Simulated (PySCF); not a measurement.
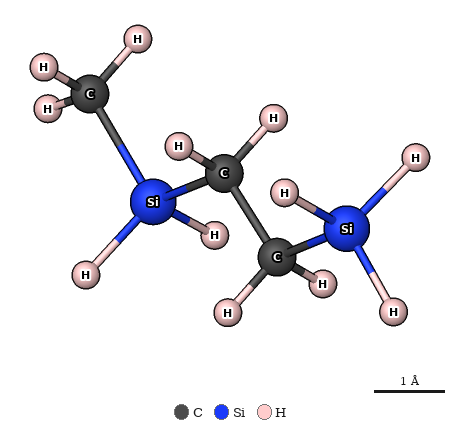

This is the input geometry for a relaxation of C₃H₁₂Si₂. The picture is a ball-and-stick view, seen from a free direction.

The start comes from GFN2-xTB.

The calculation used PBE0-D3(BJ)/def2-SVP geometry optimisation, gas phase in PySCF 2.14.0, density-fitted response routines.

```xyz
17

C    -2.9904    0.3668   -0.1459
Si   -1.5080   -0.6166    0.5137
C     0.1081    0.2204   -0.0451
C     1.3576   -0.5043    0.4567
Si    2.9673    0.3473   -0.0895
H    -3.9250   -0.0832    0.1733
H    -2.9965    0.3992   -1.2315
H    -2.9805    1.3921    0.2130
H    -1.5529   -0.6599    1.9828
H    -1.5559   -1.9922   -0.0027
H     0.1304    1.2537    0.3089
H     0.1412    0.2727   -1.1356
H     1.3420   -1.5344    0.0952
H     1.3201   -0.5671    1.5461
H     3.0366    0.3598   -1.5531
H     2.9761    1.7282    0.4002
H     4.1227   -0.3705    0.4520
```

Where does the relaxation end?

Answer. The energy falls by 2.25 kcal/mol in 4 geometry steps. The largest force component goes from 1.1 to 0.015 eV/Å. The atom that moves furthest after the best rigid fit is H17 (0.058 Å). By element the largest moves are H 0.058 Å, Si 0.044 Å, C 0.025 Å. Some distances before and after: Si5–H17 1.464 → 1.497 Å, Si2–H10 1.470 → 1.499 Å, C1–Si2 1.897 → 1.880 Å, C1–H6 1.085 → 1.101 Å. Among the angles between lasting bonds that change: C1–Si2–C3 109.5° → 111.8°.

History of the run:

```csv
step,"E − E(0), kcal/mol","largest force component, eV/Å"
0,0.00,1.0601
1,-2.13,0.1820
2,-2.23,0.0622
3,-2.24,0.0094
4,-2.25,0.0154
```

Final geometry:

```xyz
17

C    -3.0143    0.3583   -0.1463
Si   -1.5143   -0.5797    0.4908
C     0.1043    0.2336   -0.0478
C     1.3557   -0.4966    0.4570
Si    2.9704    0.3222   -0.0767
H    -3.9477   -0.1188    0.1902
H    -3.0245    0.3848   -1.2469
H    -3.0135    1.3966    0.2205
H    -1.5485   -0.6427    1.9886
H    -1.5382   -1.9905   -0.0163
H     0.0957    1.2802    0.3062
H     0.1074    0.2934   -1.1510
H     1.3674   -1.5415    0.0999
H     1.3523   -0.5593    1.5594
H     3.0626    0.3563   -1.5705
H     3.0208    1.7322    0.4240
H     4.1575   -0.4163    0.4574
```

After the run, drawn alike:

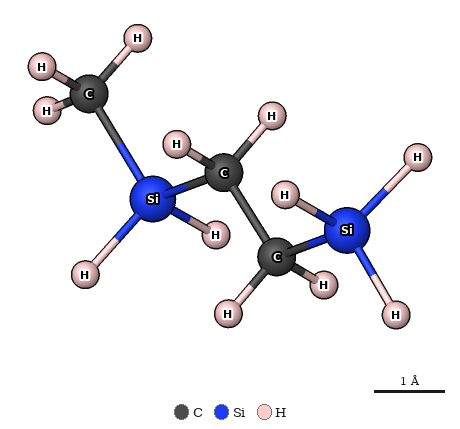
